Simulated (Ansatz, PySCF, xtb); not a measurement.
Torsion H4–S1–Pb2–Cl3 in ClHPbS (SMILES [SH][Pb][Cl]); at each angle all else is relaxed with GFN2-xTB, and the levels are single points there.
Geometry at 0° (charge 0, multiplicity 1):
```xyz
4

S     -1.52445     0.42864    -0.15124
Pb     0.79653     1.21223    -0.69675
Cl     2.05014    -0.68341     0.33363
H     -1.23509    -0.69398     0.47805
```
Energies count from the point at 0°.

Frozen-core correlation. Filled d and f shells under p-block atoms count as core. CBS: X⁻³ extrapolation of the correlation energy, Hartree–Fock from the larger set.

Run with Ansatz (an electronic-structure program); PySCF for the dispersion terms; xtb for the GFN methods.  In def2 rows elements past Kr take small-core potentials, without spin–orbit coupling.

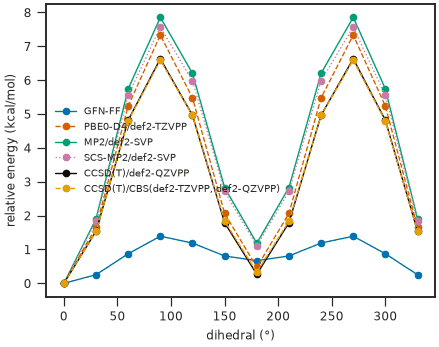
*Relative energy along the coordinate*

Task: Read off the GFN-FF curve at dihedral = 120.

Result: about 1.2 kcal/mol
